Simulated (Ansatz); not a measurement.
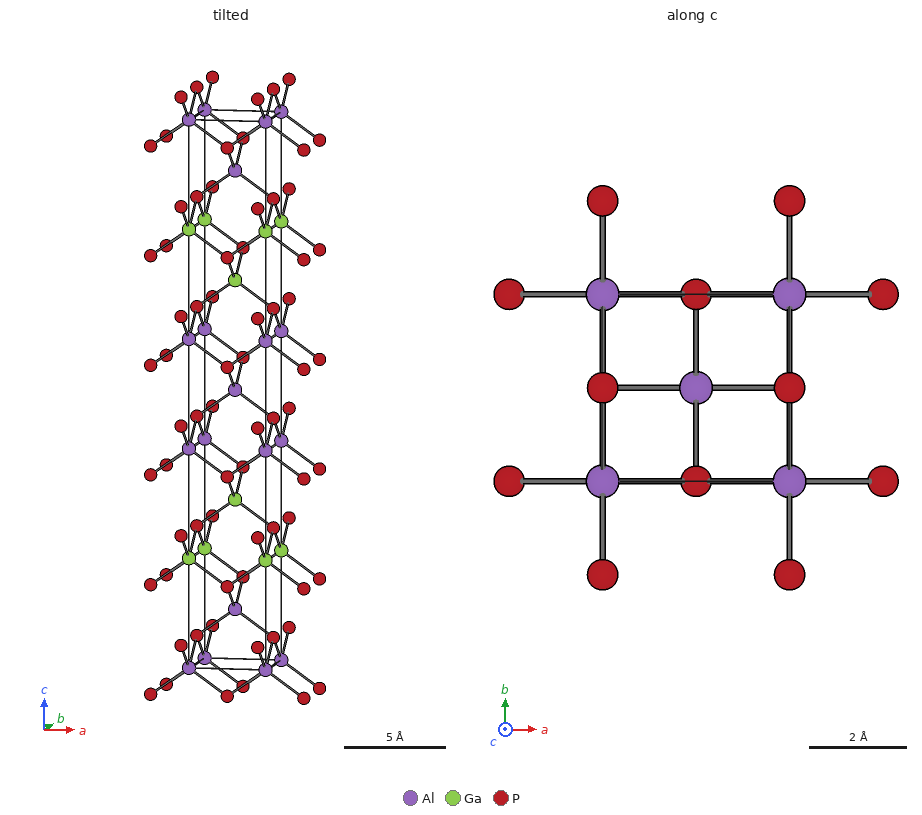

Ball-and-stick drawing of the structure, looking slightly off an axis and along the c axis. The conventional unit cell is drawn as a box. Some atoms of the next cells are drawn as well.

Al3Ga2P5, space group I-4m2 (No. 119), a = 3.894 Å, b = 3.894 Å, c = 27.532 Å, α = 90.00°, β = 90.00°, γ = 90.00°. The structure comes from a structure type filled with these elements by a generator (whether the compound takes this form wasn't checked). Earlier steps of the study, as a rule a relaxation of our own, may have changed the cell and positions, so they can lie some per cent off the listed ones. It went into a calculation with Ansatz.

This one geometry was computed with Ansatz (DFT, plane waves, PAW) at three levels of theory: PBE, r2SCAN and PBEsol.

Which level gives the highest pressure at this volume, and what does that say about its equilibrium volume?

Answer. Highest: PBE (0.0 GPa), which points to the largest equilibrium volume. Lowest, with the smallest volume: r2SCAN (-1.8 GPa) and PBEsol (-2.2 GPa). Levels within 0.5 GPa of each other can't be told apart.

How does the band gap change with the level of theory?

Answer. PBEsol: a gap of 1.46 eV, indirect; PBE: a gap of 1.60 eV, indirect; r2SCAN: a gap of 1.90 eV, indirect.

Collect the results in a table.

Answer.
| level | cutoff (eV) | k-mesh of the run's cell | gap (eV) | pressure (GPa) |
| --- | --- | --- | --- | --- |
| PBE | 420 | 10×10×10 | 1.60 | 0.0 |
| r2SCAN | 500 | 10×10×10 | 1.90 | -1.8 |
| PBEsol | 420 | 10×10×10 | 1.46 | -2.2 |

Gaps are taken on the k-mesh or band path of each run.
